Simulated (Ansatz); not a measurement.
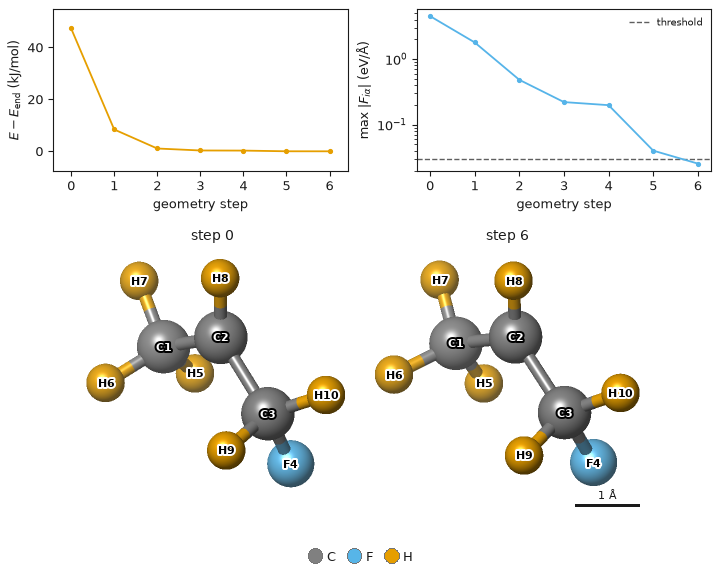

First and last geometry of a relaxation of C3H6F (multiplicity 2) (coarse preliminary run), with the history of the run. Style: ball-and-stick. Shown from a free direction.

The start comes from a force field.

The calculation used UKS PBE-D4/def2-SVP (Ansatz). Set-up: force threshold 0.03 eV/Å; at most 200 steps.

Read the history and describe the run.

It converged. After 6 geometry steps the energy has fallen by 47.3 kJ/mol. Largest force component: 4.5 eV/Å at the start, 0.026 eV/Å at the end. The atom that moves furthest after the best rigid fit is H5 (0.20 Å). Largest moves by element: H 0.20 Å, F 0.15 Å, C 0.07 Å. Some distances before and after: C3–F4 1.270 → 1.396 Å, C1–C2 1.426 → 1.487 Å, C1–H7 1.143 → 1.108 Å, C3–H9 1.153 → 1.124 Å. Bond angles that change, for instance: H5–C1–H7 104.4° → 108.9°, C1–C2–C3 117.9° → 121.1°, H5–C1–H6 109.2° → 106.1°.

```json
{"step": "0", "E − E(0), kJ/mol": "0.00", "largest force component, eV/Å": "4.5160"}
{"step": "1", "E − E(0), kJ/mol": "-38.92", "largest force component, eV/Å": "1.7950"}
{"step": "2", "E − E(0), kJ/mol": "-46.25", "largest force component, eV/Å": "0.4832"}
{"step": "3", "E − E(0), kJ/mol": "-47.01", "largest force component, eV/Å": "0.2211"}
{"step": "4", "E − E(0), kJ/mol": "-47.06", "largest force component, eV/Å": "0.1985"}
{"step": "5", "E − E(0), kJ/mol": "-47.32", "largest force component, eV/Å": "0.0403"}
{"step": "6", "E − E(0), kJ/mol": "-47.33", "largest force component, eV/Å": "0.0255"}
```
